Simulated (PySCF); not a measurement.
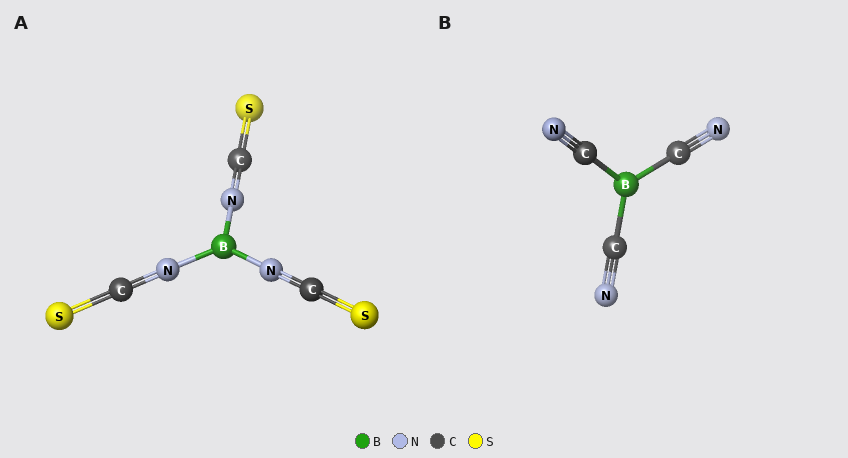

Two related species, optimised with PBE0-D3(BJ)/def2-SVP; properties computed with PySCF 2.14.0. Both: charge 0, singlet.

> Identify both.

A is B(NCS)3 (S=C=NB(N=C=S)N=C=S), B is B(CN)3 (N#CB(C#N)C#N).

Compare them. With B3LYP/pcSseg-1: HOMO–LUMO gap (eV), HOMO energy (Kohn–Sham orbital) (eV), shielding of B (ppm). With PBE0/pcSseg-1: Hirshfeld charge of B (e), IAO charge of B (e). With CAM-B3LYP/def2-SVPD: lowest vertical singlet excitation (eV), mean static polarisability (bohr³).

```json
{"quantity": "HOMO–LUMO gap (eV)", "A": "4.22", "B": "5.31"}
{"quantity": "HOMO energy (Kohn–Sham orbital) (eV)", "A": "−7.44", "B": "−10.73"}
{"quantity": "shielding of B (ppm)", "A": "107.0", "B": "78.5"}
{"quantity": "Hirshfeld charge of B (e)", "A": "0.28", "B": "0.28"}
{"quantity": "IAO charge of B (e)", "A": "0.42", "B": "0.21"}
{"quantity": "lowest vertical singlet excitation (eV)", "A": "3.63", "B": "4.41"}
{"quantity": "mean static polarisability (bohr³)", "A": "165.3", "B": "60.1"}
```

Each is one conformer, and no frequency run is at hand to confirm it as a minimum.
